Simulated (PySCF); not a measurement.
```xyz
11

Si   -0.2683   -0.4838    0.4461
H    -0.2891   -0.5491    1.9378
C     1.4794   -0.5588   -0.1969
H     1.9751   -1.4953    0.1005
H     2.0713    0.2815    0.2000
H     1.4950   -0.4964   -1.2964
C    -1.1818    1.0189   -0.1706
H    -2.2258    1.0179    0.1778
H    -1.1891    1.0456   -1.2716
H    -0.7035    1.9433    0.1900
F    -1.0650   -1.8093   -0.0858
```

Geometry: PBE0-D3(BJ)/def2-SVP.

These are results of PySCF 2.14.0, B3LYP/def2-SVPD, SCF density, gas phase, not measurements.

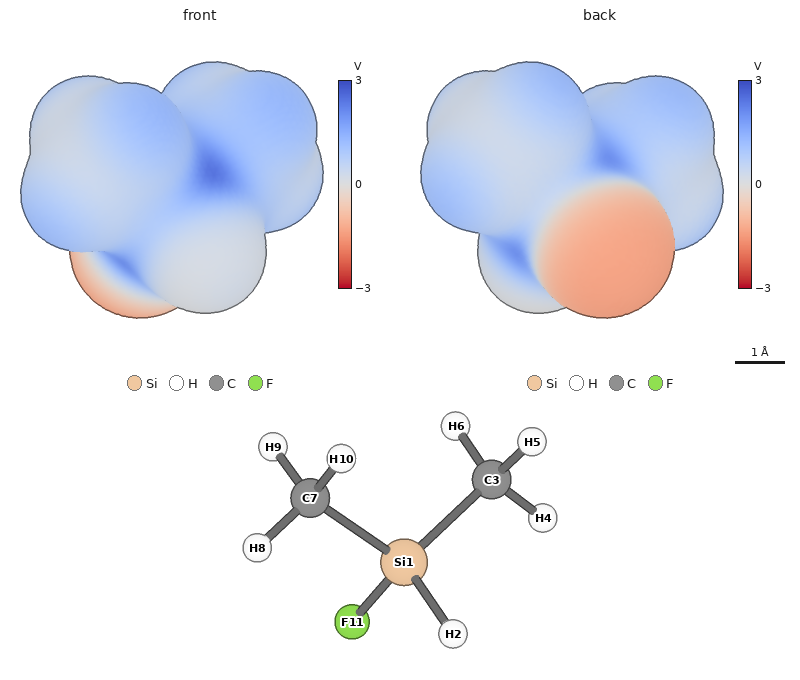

C2H7FSi (SiHMe2F). The molecular electrostatic potential painted on the density surface at 0.004 e/bohr³, seen from the front and from behind; the colour scale runs from red (negative) to blue (positive). The bare structure is drawn below in the same view.

> Describe the electrostatic potential map.

The most negative region (about −1.3 V) lies over F11, the most positive (about +2.2 V) over Si1.

> What dipole moment does the calculation give?

Its dipole moment is 2.03 D.
